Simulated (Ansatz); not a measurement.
# Zr (P6_3/mmc, 2 atoms in the cell): modes against biaxial strain in the (0001) plane, that of a and b, part 2 of 2

Wanted: the shifts of the zone-centre modes of Zr (P6_3/mmc, 2 atoms in the cell) with strain.

Ansatz 0.2.0; DFT PBEsol, scalar-relativistic, plane waves, PAW; PAW set soft_1.

So far, highest optical mode at the zone centre (no LO-TO term) (cm⁻¹): step 4 (modes at rest) 163.

## 5. Relaxation of a member: biaxial strain of +4 % in the (0001) plane, that of a and b

The cell takes a biaxial strain of +4 % in the (0001) plane, that of a and b. The strained lengths are held, while the rest of the cell and the atoms relax.

input.yaml

```yaml
crystal:
  lattice:
    - [3.3110410083, 0.0, 0.0]
    - [-1.6555205042, 2.8674456262, 0.0]
    - [0.0, 0.0, 5.0014312869]
  atoms:
    - { symbol: Zr, position: [0.3333333333, 0.6666666667, 0.25] }
    - { symbol: Zr, position: [0.6666666667, 0.3333333333, 0.75] }
kpoints:
  mp_grid: { grid: [15, 15, 8] }
hamiltonian:
  xc: pbesol
  pseudopotentials: { kind: paw, azcp: { folder: soft_1 }, xc_functional: pbe }
scf:
  occupations: { method: methfessel_paxton, width: 0.2 }
output:
  forces: true
  stress: true
  eigenvalues: true
relax:
  adjacent_minimum: "off"
  f_tol: 0.001
  max_steps: 60
  cell: { stress_tol: 0.01, fix: [a, b, gamma] }
```

Started as:

```sh
$ ansatz run input.yaml --threads 4 --pin off --max-ram 10240MiB --backend cpu --events-out ev --progress --plain --runs-dir out
```

Numbers of over 12 decimals in the logs are rounded to 6 here.

The log of the run:

```text
[...]
Crystal: 2 atoms, lattice volume = 47.485 Å³
Basis set: ecut = 420 eV, 929 PW (Γ), exchange–correlation on 48×48×72 points (8 copies of the dense FFT grid, shifted against one another)
Bands: 16, of which v1, the nominal top of the filled ones, is band 12 counted from 1 (11 counted from 0)
Symmetry: 24 space group operations
[...]
k-points: 135 of 1800
[...]
--- Relaxed structure (3 steps of the walk, 3 accepted, 1 SCFs on fresh bases) ---
[...]
cell:  # Å, volume = 47.1172 Å³
    - [3.311041, 2.886750755265696e-11, -4.741621796269774e-19]
    - [-1.655521, 2.867446, 2.3708108981706863e-19]
    - [-7.162368434246784e-19, 0, 4.962724]
  atoms:
    - { symbol: Zr, position: [0.333333, 0.666667, 0.250000] }
    - { symbol: Zr, position: [0.666667, 0.333333, 0.750000] }
[key lines of the parts left out:]
SCF converged after 5 iterations
Free energy (F): -8257.247912 eV
Fermi energy:    13.688998 eV
P = ⅓ Tr σ = -3.8976 GPa (-38.976 kbar)
```

It took 6 s on 4 threads of Arm Neoverse V1, shared host; peak memory 0.44 GiB.

Step by step:

```csv
step,energy less that of the first step (eV),largest force component (eV/Å),pressure (GPa),volume (Å³)
1,0.0000,0.0000,-4.62,47.48
2,-0.0011,0.0000,-3.51,46.92
3,-0.0014,0.0000,-3.90,47.12
4*,-0.0014,0.0000,-3.90,47.12
```

Relaxation steps marked * repeat the geometry before them on a plane-wave basis chosen anew for their cell, so energy and pressure can jump there.

The run keeps the 24 symmetry operations that it works with, so distortions that break them were not tested.

```csv
"conventional cell, symmetrised",before,after,change
a (Å),3.311,3.311,-0.0 %
b (Å),3.311,3.311,-0.0 %
c (Å),5.001,4.963,-0.8 %
volume (Å³/atom),23.74,23.56,-0.8 %
```

The relaxed structure:

```cif
data_structure
_symmetry_space_group_name_H-M 'P 1'
_symmetry_Int_Tables_number 1
_cell_length_a 3.3110
_cell_length_b 3.3110
_cell_length_c 4.9627
_cell_angle_alpha 90.000
_cell_angle_beta 90.000
_cell_angle_gamma 120.000
_cell_volume 47.12
loop_
_atom_site_label
_atom_site_type_symbol
_atom_site_fract_x
_atom_site_fract_y
_atom_site_fract_z
_atom_site_occupancy
Zr1 Zr 0.33333 0.66667 0.25000 1
Zr2 Zr 0.66667 0.33333 0.75000 1
```

Numbers from this step:

```
pressure        : -3.898 GPa
volume per atom : 23.56 Å³
```

The forces vanish by symmetry.

The cell shrank by 0.8 % in volume.

## 6. Modes of this member: biaxial strain of +4 % in the (0001) plane, that of a and b

The zone-centre modes follow for biaxial strain of +4 % in the (0001) plane, that of a and b.

input.yaml, the sections that differ from step 5:

```yaml
crystal:
  lattice:
    - [3.3110410083, 0.0, 0.0]
    - [-1.6555205042, 2.8674456262, 0.0]
    - [0.0, 0.0, 4.9627235591]
  atoms:
    - { symbol: Zr, position: [0.3333333333, 0.6666666667, 0.25] }
    - { symbol: Zr, position: [0.6666666667, 0.3333333333, 0.75] }
output:
  eigenvalues: true
phonons:
  method: dfpt
# kpoints, hamiltonian, scf: as in step 5
# relax: removed
```

The log of the run:

```text
[...]
Crystal: 2 atoms, lattice volume = 47.117 Å³
Basis set: ecut = 420 eV, 929 PW (Γ), exchange–correlation on 48×48×72 points (8 copies of the dense FFT grid, shifted against one another)
Bands: 16, of which v1, the nominal top of the filled ones, is band 12 counted from 1 (11 counted from 0)
Symmetry: 24 space group operations
k-points: 320 of 1800 (irreducible under 4 space group operations, time reversal used)
[...]
SCF iter   1: F=—  HF=-8257.464679 eV  |F-HF|=—  |Δ(HF+E_count)|=         —  Δρ=3.02e-2  dr2=5.71e-1  ethr=3.10e-3  ⟨swp⟩=5.1  Hψ=47169  notcnv=0
[...]
SCF iter   8: F=-8257.247912 eV  HF=-8257.247912 eV  |F-HF|=1.82e-12  |Δ(HF+E_count)|=  1.82e-12  S|Δr|=    0.00e0  Δρ=5.28e-8  dr2=7.10e-13  ethr=1.00e-12  ⟨swp⟩=9.8  Hψ=29181  notcnv=0
SCF 1 converged in 8 iterations: F = -8257.247912 eV  dr2 = 7.10e-13
[...]
SCF converged after 8 iterations
[...]
Free energy (F): -8257.247912 eV
[...]
Internal energy: -8257.250373 eV  (E = F + TS)
E sigma→0 (E₀):  -8257.248527 eV
Entropy (-TS):   0.002461 eV (1.231 meV/atom)
Fermi energy:    13.688998 eV
[...]
--- Band table (eV; the first three rows and the last of 320) ---
  k-point 0: bands = [... 8 lower, 8.0163, 10.6623, 14.3918, 14.3918, 15.1594, 15.2166, 15.2166, 15.3044, ... 4 higher]
  k-point 1: bands = [... 8 lower, 8.1581, 10.6719, 14.2590, 14.2590, 15.0109, 15.0389, 15.0738, 15.0738, ... 4 higher]
  k-point 2: bands = [... 8 lower, 8.5637, 10.6394, 14.0954, 14.0954, 14.4022, 14.7138, 14.7527, 14.7527, ... 4 higher]
  k-point 319: bands = [... 8 lower, 11.3956, 11.3956, 13.0536, 13.0536, 13.6505, 13.6505, 15.4215, 15.4215, ... 4 higher]
[...]
ASR residual: 1.121e-5 → 0.000e0 eV/Å²; symmetrization residual: 3.143e-10 eV/Å²
  ASR residual per site (eV/Å²): 1.12e-5 1.12e-5
  Γ frequencies (cm⁻¹): 0.00 0.00 0.00 78.37 78.37 171.62
[...]
```

Elapsed: 19 s, on 4 threads; peak memory 0.97 GiB.

Numbers from this step:

| Item | Value |
| --- | --- |
| sum-rule residual before enforcement | 1.12e-5 eV/Å² |
| highest optical mode at the zone centre (no LO-TO term) | 171.6 cm⁻¹ |
| lowest optical zone-centre mode | 78.37 cm⁻¹ |

Patterns of degenerate modes are one choice out of their space. Modes at Γ:

```csv
mode,frequency (cm⁻¹),symmetry
1,0.0,acoustic
2,0.0,acoustic
3,0.0,acoustic
4,78.4,E2g
5,78.4,E2g
6,171.6,B1g
```

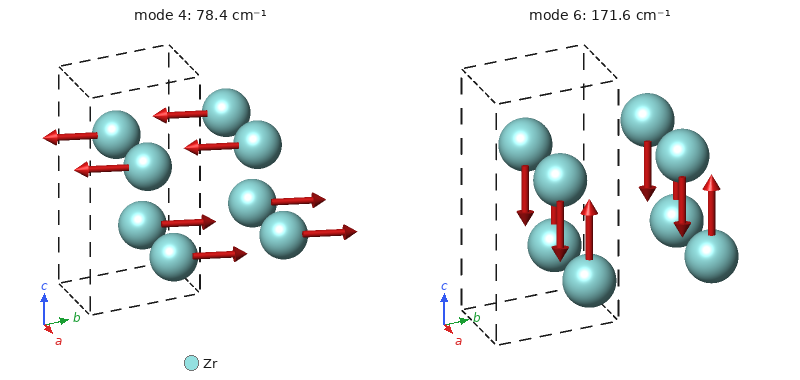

Displacement patterns of modes 4 and 6 at Γ; arrows are exaggerated. 2×2×1 cells are drawn.

The lowest optical mode is real, 78.4 cm⁻¹, and the highest lies at 171.6 cm⁻¹.

Between step 4 and this run (strain 4 %) the value for the highest optical mode at the zone centre (no LO-TO term) moves from 163 cm⁻¹ to 172 cm⁻¹ (+5 %).

## 7. A member of the series: biaxial strain of -4 % in the (0001) plane, that of a and b

The cell takes a biaxial strain of -4 % in the (0001) plane, that of a and b. The strained lengths are held, while the rest of the cell and the atoms relax.

input.yaml, the sections that differ from step 6:

```yaml
crystal:
  lattice:
    - [3.0563455461, 0.0, 0.0]
    - [-1.5281727731, 2.6468728857, 0.0]
    - [0.0, 0.0, 5.2655315529]
  atoms:
    - { symbol: Zr, position: [0.3333333333, 0.6666666667, 0.25] }
    - { symbol: Zr, position: [0.6666666667, 0.3333333333, 0.75] }
output:
  forces: true
  stress: true
  eigenvalues: true
relax:
  adjacent_minimum: "off"
  f_tol: 0.001
  max_steps: 60
  cell: { stress_tol: 0.01, fix: [a, b, gamma] }
# kpoints, hamiltonian, scf: as in step 6
# phonons: removed
```

The log of the run:

```text
[...]
Crystal: 2 atoms, lattice volume = 42.597 Å³
Basis set: ecut = 420 eV, 845 PW (Γ), exchange–correlation on 48×48×72 points (8 copies of the dense FFT grid, shifted against one another)
Bands: 16, of which v1, the nominal top of the filled ones, is band 12 counted from 1 (11 counted from 0)
Symmetry: 24 space group operations
[...]
k-points: 135 of 1800
[...]
--- Relaxed structure (4 steps of the walk, 4 accepted, 1 SCFs on fresh bases) ---
[...]
cell:  # Å, volume = 43.1095 Å³
    - [3.056346, 2.886752045893801e-11, 0]
    - [-1.528173, 2.646873, -5.893804805836281e-19]
    - [0, -1.17247848734246e-18, 5.328896]
  atoms:
    - { symbol: Zr, position: [0.333333, 0.666667, 0.250000] }
    - { symbol: Zr, position: [0.666667, 0.333333, 0.750000] }
[key lines of the parts left out:]
SCF converged after 5 iterations
Free energy (F): -8257.252819 eV
Fermi energy:    15.079242 eV
P = ⅓ Tr σ = 3.5484 GPa (35.484 kbar)
```

Elapsed: 6.5 s, on 4 threads; peak memory 0.39 GiB; 24 s of CPU time.

Step by step:

```csv
step,energy less that of the first step (eV),largest force component (eV/Å),pressure (GPa),volume (Å³)
1,0.0000,0.0000,4.95,42.60
2,-0.0023,0.0000,2.92,43.35
3,-0.0029,0.0000,3.51,43.12
4,-0.0029,0.0000,3.55,43.11
5*,-0.0029,0.0000,3.55,43.11
```

Relaxation steps marked * repeat the geometry before them on a plane-wave basis chosen anew for their cell, so energy and pressure can jump there.

Forces are held to the 24 operations that the run works with; a distortion that breaks them can't arise in this run.

```csv
"conventional cell, symmetrised",before,after,change
a (Å),3.056,3.056,+0.0 %
b (Å),3.056,3.056,+0.0 %
c (Å),5.266,5.329,+1.2 %
volume (Å³/atom),21.30,21.55,+1.2 %
```

The relaxed structure:

```xyz
2
Lattice="3.0563 0.0000 0.0000 -1.5282 2.6469 0.0000 0.0000 0.0000 5.3289" Properties=species:S:1:pos:R:3 pbc="T T T"
Zr    0.0000    1.7646    1.3322
Zr    1.5282    0.8823    3.9967
```

This step gave:

| Property | Result |
| --- | --- |
| pressure | 3.548 GPa |
| volume per atom | 21.55 Å³ |

The forces vanish by symmetry.

## 8. Zone-centre modes of the member: biaxial strain of -4 % in the (0001) plane, that of a and b

The zone-centre modes follow for biaxial strain of -4 % in the (0001) plane, that of a and b.

input.yaml, the sections that differ from step 7:

```yaml
crystal:
  lattice:
    - [3.0563455461, 0.0, 0.0]
    - [-1.5281727731, 2.6468728857, 0.0]
    - [0.0, 0.0, 5.328896037]
  atoms:
    - { symbol: Zr, position: [0.3333333333, 0.6666666667, 0.25] }
    - { symbol: Zr, position: [0.6666666667, 0.3333333333, 0.75] }
output:
  eigenvalues: true
phonons:
  method: dfpt
# kpoints, hamiltonian, scf: as in step 7
# relax: removed
```

The log of the run:

```text
[...]
Crystal: 2 atoms, lattice volume = 43.109 Å³
Basis set: ecut = 420 eV, 845 PW (Γ), exchange–correlation on 48×48×72 points (8 copies of the dense FFT grid, shifted against one another)
Bands: 16, of which v1, the nominal top of the filled ones, is band 12 counted from 1 (11 counted from 0)
Symmetry: 24 space group operations
k-points: 320 of 1800 (irreducible under 4 space group operations, time reversal used)
[...]
k-point 2: bands = [... 8 lower, 9.8338, 11.7359, 15.0869, 15.2327, 16.0893, 16.0893, 16.4948, 16.4948, ... 4 higher]
  k-point 319: bands = [... 8 lower, 12.7321, 12.7321, 14.3660, 14.3660, 15.2950, 15.2950, 17.0870, 17.0870, ... 4 higher]
[...]
ASR residual: 5.094e-5 → 0.000e0 eV/Å²; symmetrization residual: 1.834e-10 eV/Å²
  ASR residual per site (eV/Å²): 5.09e-5 5.09e-5
  Γ frequencies (cm⁻¹): 0.00 0.00 0.00 55.34 55.34 178.69
[...]
[key lines of the parts left out:]
SCF converged after 8 iterations
Free energy (F): -8257.252819 eV
Fermi energy:    15.079242 eV
```

The job ended after 18 s (4 threads; peak memory 0.93 GiB).

Numbers from this step:

```yaml
sum_rule_residual_before_enforcement: 5.09e-5 eV/Å²
highest_optical_mode_at_the_zone_centre_no_lo_to_term: 178.7 cm⁻¹
lowest_optical_zone_centre_mode: 55.34 cm⁻¹
```

Patterns of degenerate modes are one choice out of their space. Modes at Γ:

```csv
mode,frequency (cm⁻¹),symmetry
1,0.0,acoustic
2,0.0,acoustic
3,0.0,acoustic
4,55.3,E2g
5,55.3,E2g
6,178.7,B1g
```

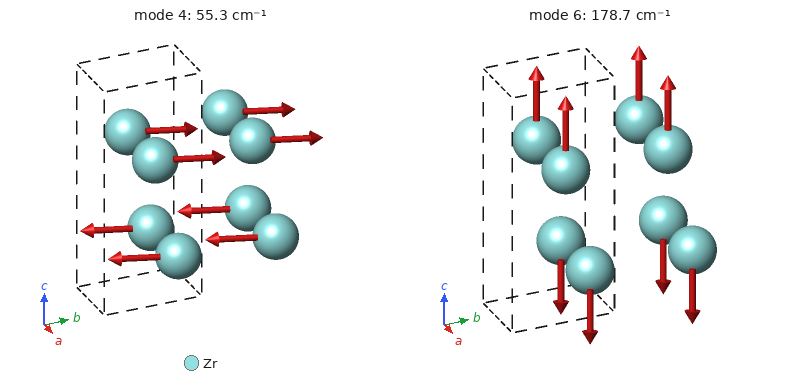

Displacement patterns of modes 4 and 6 at Γ; arrows are exaggerated. 2×2×1 cells are drawn.

The lowest optical mode is real, 55.3 cm⁻¹, and the highest lies at 178.7 cm⁻¹.

For the highest optical mode at the zone centre (no LO-TO term), step 4 gave 163 cm⁻¹; this run, with strain -4 %, gives 179 cm⁻¹ (+9 %).

## 9. All members side by side

The members are set side by side, also those not shown above.

Stress is positive in compression; energies are extrapolated to zero smearing, and E0 is that at rest; the edges not held and the atoms are relaxed in each cell; all runs use 15×15×8 k points and Methfessel-Paxton smearing of 0.2 eV. State of the crystal along the series:

```csv
strain (%),in-plane stress (GPa),free strain along c (%),E - E0 (meV/atom)
-4,5.322,4.123,31.5
-3,4.193,2.885,18.03
-2,2.875,1.825,8.183
-1,1.487,0.8661,2.101
0,-1.52e-4,0,0
1,-1.54,-0.7938,2.179
2,-3.057,-1.546,8.651
3,-4.512,-2.276,19.29
4,-5.846,-3.032,33.93
```

Optical modes are counted from below at rest and tracked from member to member by their patterns, and modes that stay within 0.3 cm⁻¹ of each other stand once; labels, where given, are those at rest; the edges not held and the atoms are relaxed in each cell; all runs use 15×15×8 k points and Methfessel-Paxton smearing of 0.2 eV. Optical modes along the series:

```csv
strain (%),optical mode 1 E2g (cm⁻¹),optical mode 2 B1g (cm⁻¹)
-4,55.34,178.7
-3,56.99,179.6
-2,58.58,175.6
-1,60.52,168.2
0,63.26,163.2
1,66.78,161.8
2,70.86,163.4
3,74.91,166.9
4,78.37,171.6
```

Value and slope at zero strain of a cubic (a lower polynomial where under five rows exist) through the rows within 2 % of rest. Slopes at rest:

```csv
mode,frequency (cm⁻¹),shift per percent of strain (cm⁻¹),shift per GPa of compressive stress (cm⁻¹)
optical mode 1 E2g,63.3,3.15,-2.07
optical mode 2 B1g,163.4,-3.25,2.13
```

## 10. Results

| Property | Result |
| --- | --- |
| members | 9 |
| highest optical mode at the zone centre (no LO-TO term), at rest | 163.2 cm⁻¹ |
| biaxial modulus in the (0001) plane, that of a and b | 152 GPa |
| optical mode 1 E2g, shift per percent | 3.15 cm⁻¹ |
| optical mode 2 B1g, shift per percent | -3.25 cm⁻¹ |

In words: The stress changes by 1.52 GPa for each percent, a biaxial modulus of 152 GPa in the (0001) plane, that of a and b. For each percent the free edge responds with -0.83 %. Within 2 % of rest optical mode 1 E2g and optical mode 2 B1g bend away from a straight line, so a single slope holds only near rest. These are harmonic frequencies at zero temperature: anharmonic shifts, linewidths and thermal expansion are left out. With no gap, or one that is small against the smearing, the frequencies hang on the k mesh and the smearing, most of all near Kohn anomalies. The PAW files were made for PBE; the program adapts parts of them to the functional of the run, but their partial waves stay those of PBE, an approximation that was not tested in this session. Only the zone centre was solved, so an instability at another wavevector cannot show here.

[Logs are printed without paths, hosts, clocks, repeated set-up lines and the standing remarks that a program may print on its own settings, such as how far it seeks lower states.]

[Hosts, paths, dates, database ids (printed as entryN), source tags and the programs' standing remarks are cut or masked in the printed files.]
